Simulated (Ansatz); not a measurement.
```xyz
10

H    -0.8330   -0.7997   -1.6794
Ge    1.9764   -0.1888    0.5291
C    -1.2401   -0.6513   -0.6850
C    -1.6087    0.5465   -0.2559
H     1.9090    1.0694   -0.3544
H     1.2212    0.0235    1.8530
H     3.4437   -0.5878    0.7972
H    -1.3392   -1.5347   -0.0636
H    -2.0179    0.6937    0.7378
H    -1.5114    1.4291   -0.8788
```

The product side of a reaction path; geometry: PBE0-D4/def2-TZVP.

Computed with UKS PBE0-D4/def2-TZVPP in Ansatz.

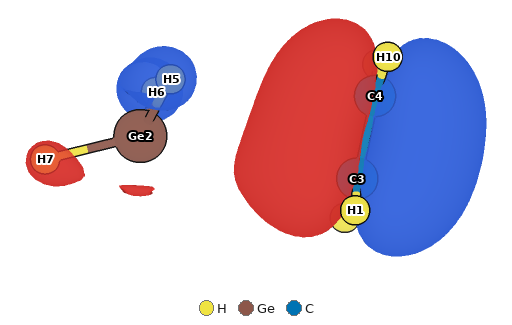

C$_{2}$H$_{4}$···GeH$_{3}$ (doublet). The HOMO−1 (α) at ±0.08 Å⁻³ᐟ² (blue and red are the two phases), seen at a tilt.

**What is the character of this orbital?**

By Hirshfeld shares it lies mainly on C3 (about 40 %), C4 (about 40 %) and Ge2 (about 5 %); π-bonding across C3–C4. Its energy is −8.08 eV.
